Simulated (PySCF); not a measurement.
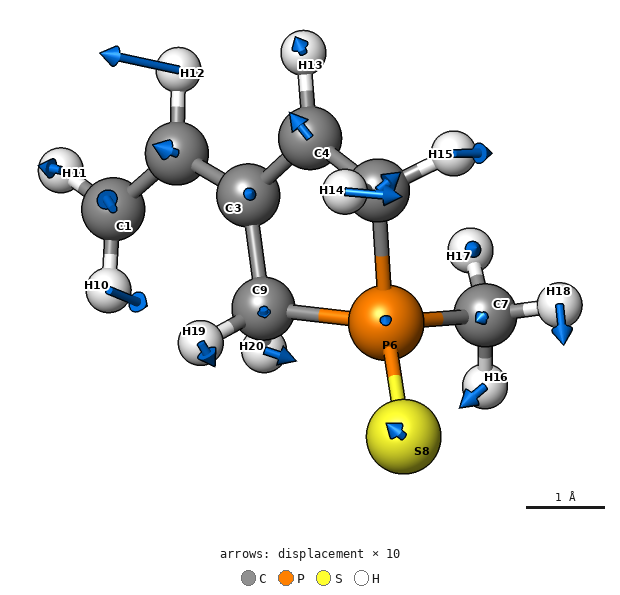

A relaxation of C7H11PS. The starting structure is drawn; blue arrows show the displacements, magnified 10 times. The two geometries are superimposed by the best rigid fit.

Style: ball-and-stick. Shown from a free direction.

The start comes from GFN2-xTB. Its atoms were then displaced at random by about 0.01 Å.

Computed with PySCF, PBE0-D3(BJ)/def2-SVP geometry optimisation, gas phase. 

**Atoms of which element are displaced furthest, and by how much?**

Hydrogen: up to 0.12 Å, against 0.06 Å for carbon.

**What happened in the run?**

Over 9 geometry steps the energy falls by 16.6 kJ/mol. An H atom moves most after the best rigid fit: 0.12 Å. By element the largest moves are H 0.12 Å, C 0.06 Å, S 0.03 Å, P 0.01 Å. Among the contacts that change: C–H 1.053 → 1.093 Å, C–C 1.460 → 1.496 Å, C–C 1.314 → 1.340 Å, C–C 1.433 → 1.456 Å. Bond angles that change, for instance: C–C–H 118.2° → 121.4°, C–C–H 124.9° → 121.8°, C–C–C 112.5° → 115.3°. The run took 5.4 min on 1 thread of Arm Neoverse N1 (shared host).
